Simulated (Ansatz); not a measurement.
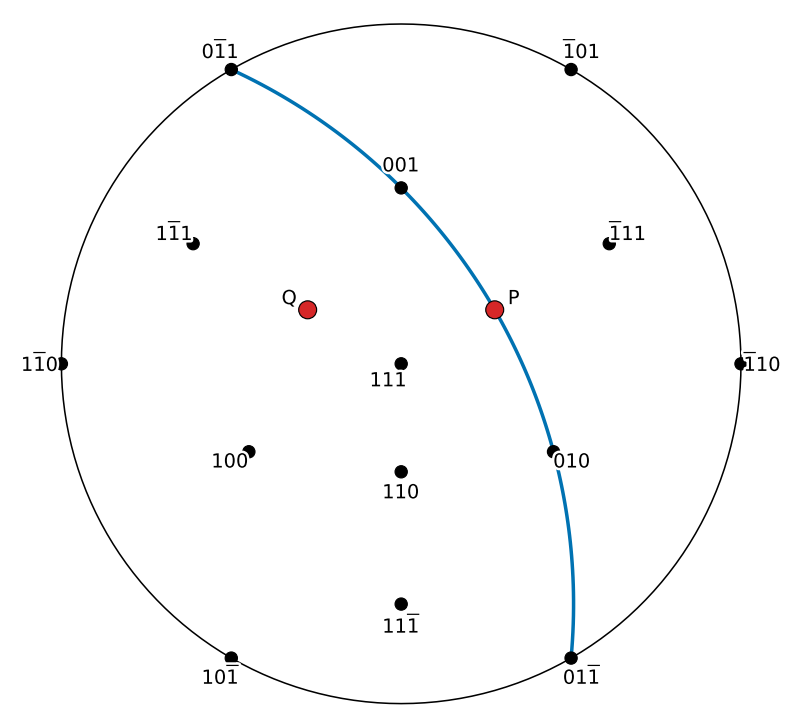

Stereographic projection of plane normals (upper hemisphere) centred on (1 1 1). Crystal: Be2BH6, coordinates from a relaxation with DFT PBE, scalar-relativistic, plane waves, PAW (Ansatz 0.2.0); the starting structure was generated, so it need not be a known form of this composition. All values are computed from the atomic coordinates in the standard setting (tolerance 0.002 Å).

a = 5.571 Å, b = 5.571 Å, c = 5.571 Å, α = 90.00°, β = 90.00°, γ = 90.00°.

> Index the poles marked P, Q.

P is (0 1 1), 35.3° from the centre; Q is (1 0 1), 35.3° from the centre.

> Which zone does the coloured great circle trace?

The zone [1 0 0]: its poles satisfy h = 0.

> What is the angle between the normals of (1 −1 1) and (0 1 −1), and what are their d_hkl = 1/|g|?

144.7°; d = 3.216 Å and 3.939 Å.
